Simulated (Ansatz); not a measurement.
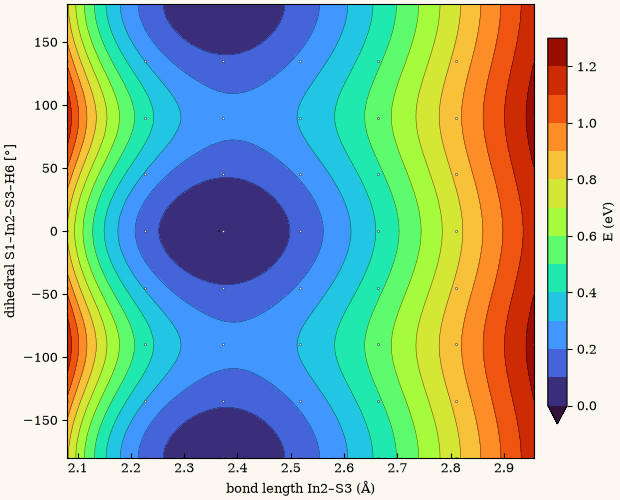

H3InS2, SMILES [SH][InH][SH]. First axis: bond length In2–S3. Second axis: dihedral S1–In2–S3–H6. Nothing is relaxed (all other coordinates rigid). The grid has 7 × 8 points; 37 points were computed and 19 follow by symmetry. Points are written as (first, second). Energies: eV, counted from the lowest grid point. These are results of RHF-MP2, frozen core/def2-TZVP in Ansatz 0.2.0, not measurements.

The picture shows filled contours, dots at the grid points. Between grid points the surface is interpolated.

The lowest grid point is at (2.373 Å, 0°). A higher local minimum lies near (2.373 Å, −180°) (0.014 eV above the lowest at that grid point). The highest grid point, (2.956 Å, −90°), lies 1.24 eV above the lowest. On the interpolated surface the easiest way out of the lowest well to the well at (2.373 Å, −180°) passes a barrier of about 0.22 eV. Round the minimum the two coordinates are nearly uncoupled.

The level of theory is changed to RKS PBE0-D4/def2-TZVP (Ansatz); with it change the reference geometry, relaxed at the new level; the new grid has 15 × 15 points, laid about the new relaxed structure.

### What does this change do to the map?

The minimum (interpolated where it lies between grid points) moves from about (2.363 Å, 0°) to about (2.378 Å, 0°). The easiest pass out of the lowest well stays at about 0.22 eV.

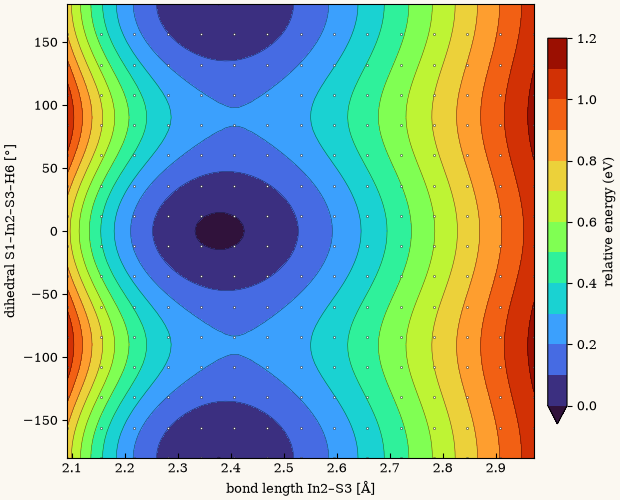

The map after the change, on a colour scale of its own. The picture shows filled contours, dots at the grid points. Between grid points the surface is interpolated.
